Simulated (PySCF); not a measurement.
**C2H6S, charge +1, doublet, SMILES `C[S+]C`: what the electrons do**

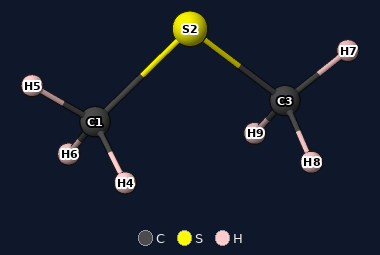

The molecule, with its atoms numbered as below. No frequency check shows the geometry to be a minimum.

Coordinates in Å:

```
C1       1.3843    0.4861    0.0005
S2      -0.0000   -0.6336    0.0000
C3      -1.3842    0.4861   -0.0005
H4       1.3579    1.1256    0.8837
H5       2.3012   -0.0989   -0.0022
H6       1.3585    1.1256   -0.8827
H7      -2.3012   -0.0989    0.0022
H8      -1.3585    1.1256    0.8827
H9      -1.3578    1.1256   -0.8837
```

## 1. Bonding charge

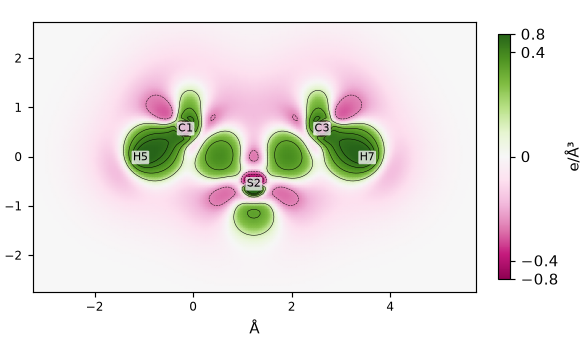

Deformation density (molecule less spherical, spin-averaged free atoms) in the plane of C1, S2, C3, H5 and H7; colour scale in e/Å³, logarithmic beyond ±0.1; green: gain, pink: loss.

Level of theory: ωB97X/def2-TZVP (PySCF), at a geometry from GFN2-xTB. The stability of the open-shell solution wasn't checked. GFN2-xTB doesn't know the spin state, so this open-shell geometry is rough.

> Describe the bonding that the map shows.

C1–H5 and C3–H7: +0.78 e/Å³ at the bond critical point (bond length 1.09 Å, Mayer order 0.9). C1–S2 and S2–C3: +0.32 e/Å³ at the bond critical point (bond length 1.78 Å, Mayer order 1.1). In all, 1.8 electrons gather in the regions of gain relative to the promolecule of neutral atoms (the regions of loss give up this much and the cation's charge besides).

## 2. Bond critical points

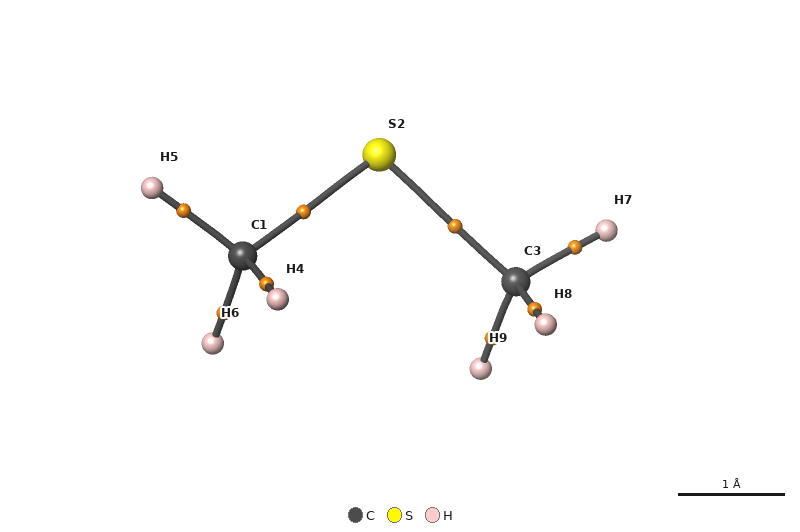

Molecular graph of the electron density (QTAIM): bond paths, bond critical points (orange), ring points (yellow, if any); weak paths are dashed.

> How many critical points of each kind are there, and does the count close?

9 nuclei, 8 bond, 0 ring and 0 cage critical points: 9 − 8 + 0 − 0 = 1, as the Poincaré–Hopf relation requires.

> Give the properties at the bond critical points.

| bond | length (Å) | ρ (a.u.) | ∇²ρ (a.u.) | ε | H (a.u.) |
| --- | --- | --- | --- | --- | --- |
| C1–H5 (2 alike) | 1.088 | 0.284 | −1.01 | 0.01 | −0.288 |
| C1–H4 (4 alike) | 1.091 | 0.278 | −0.97 | 0.01 | −0.280 |
| C1–S2 (2 alike) | 1.780 | 0.197 | −0.37 | 0.04 | −0.147 |

> What kind of interaction is C1–H5?

Shared-shell (covalent): ρ = 0.284, ∇²ρ = −1.01, H = −0.288 a.u.

## 3. Local ionisation energy

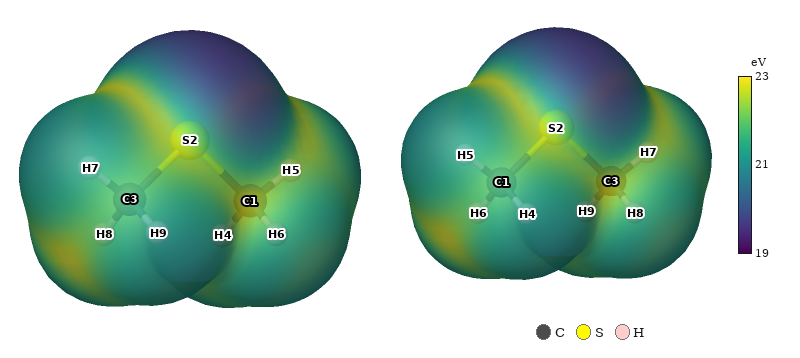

Average local ionisation energy on the surface of electron density 0.001 a.u. (back view left, front view right).

> Locate the minima of the map.

The lowest value is 19.6 eV, 2.1 Å from S2, and at like points elsewhere. Further minima include 21.0 eV, 1.3 Å from H7, and at like points elsewhere. For comparison, the highest occupied orbital lies at −17.2 eV.

> What volume does the surface enclose?

About 83 Å³.

## 4. Spin density

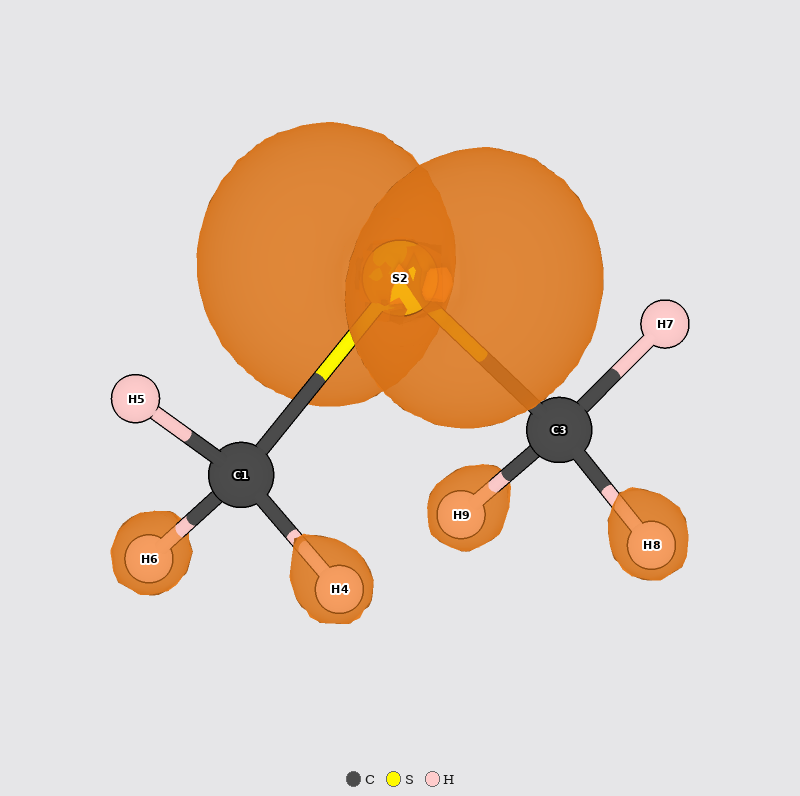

Spin density ρα − ρβ at ±0.05 e/Å³ (orange: excess α, blue: excess β).

> Where is the unpaired spin?

Hirshfeld spin populations: S2 +0.81 and C1 and C3 +0.04. ⟨S²⟩ = 0.76, as for a pure state.

## 5. In an electric field

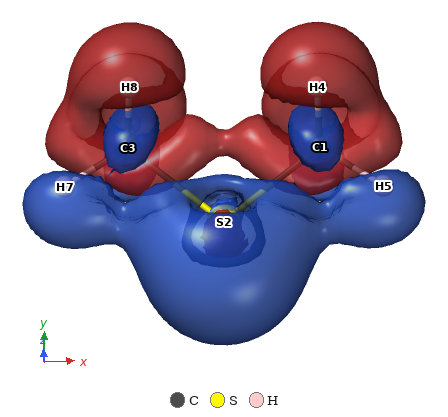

Change of the electron density in a uniform field of 0.41 V/Å, surfaces at ±0.002 e/Å³ (blue: gain, red: loss).

PySCF calculation, r2SCAN/def2-SVPD, gas phase; geometry: GFN2-xTB. The stability of the open-shell solution wasn't checked. GFN2-xTB doesn't know the spin state, so this open-shell geometry is rough.

> Along which Cartesian direction does the field point?

Along +y: electrons gather on the −y side, against the field.

> What dipole is induced, and what polarisability does it imply?

The induced dipole is 0.78 D (along the field); α along this axis, from the fields in both directions, is 38 bohr³ (5.7 Å³).

> Which atoms gain and lose the most charge?

Electrons gather most on S2 (Hirshfeld charge changes by −0.041 e) and leave H4, H6, H8 and H9 alike most (+0.010 e); 0.077 electrons are displaced in all.

## 6. Removing or adding an electron

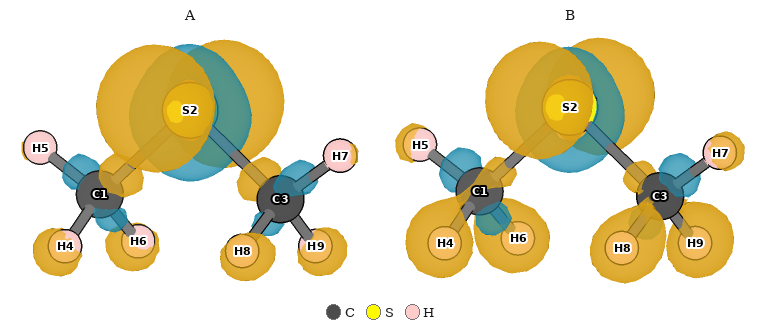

The two Fukui functions at ±0.05 e/Å³ (yellow positive, teal negative).

PySCF calculation, M06-2X/def2-SVPD, gas phase; geometry: GFN2-xTB. GFN2-xTB doesn't know the spin state, so this open-shell geometry is rough.

> Which panel is f⁻ (electron removed) and which f⁺ (electron added)?

A is f⁺, B is f⁻. f⁻ (Hirshfeld-condensed) is largest on S2 (0.43); the vertical ionisation energy is 17.31 eV (to the singlet dication, which needn't be its lowest state). f⁺ (Hirshfeld-condensed) is largest on S2 (0.55); the vertical electron affinity is 8.69 eV (to the singlet neutral species, which needn't be its lowest state).
